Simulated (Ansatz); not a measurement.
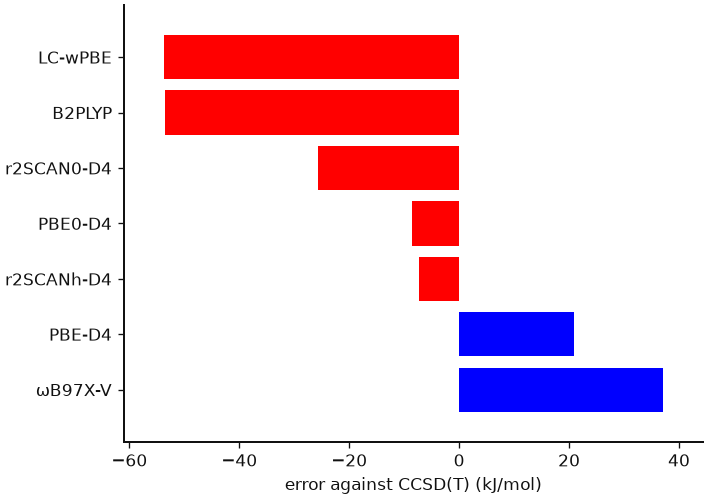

Error in the electronic atomisation energy (method less reference, so positive means overbinding) of CH₇PSSi, SMILES C[SiH2]SP: functionals in def2-TZVPP against frozen-core CCSD(T) at the limit (MP2 extrapolated from triple and quadruple zeta, plus CCSD(T) less MP2 in a smaller set), which gives 3526.0 kJ/mol, at a PBE0-D4/def2-TZVP geometry (a minimum by its frequencies), no zero-point or spin-orbit term, the Ansatz code. The reference leaves out core correlation, a term that grows with the number of heavy atoms. B2PLYP holds a correlation term that converges slowly with the basis, so part of the distance to the limit is basis error. No dispersion term is added to LC-wPBE and B2PLYP.

**What range do the values span?**

From −53.8 kJ/mol (LC-wPBE) to 37.2 kJ/mol (ωB97X-V).

**Give the values.**

| level | kJ/mol |
| --- | --- |
| LC-wPBE | −53.8 |
| B2PLYP | −53.6 |
| r2SCAN0-D4 | −25.6 |
| PBE0-D4 | −8.5 |
| r2SCANh-D4 | −7.3 |
| PBE-D4 | 21.0 |
| ωB97X-V | 37.2 |

Limits of at least one run: one conformer of a flexible molecule.
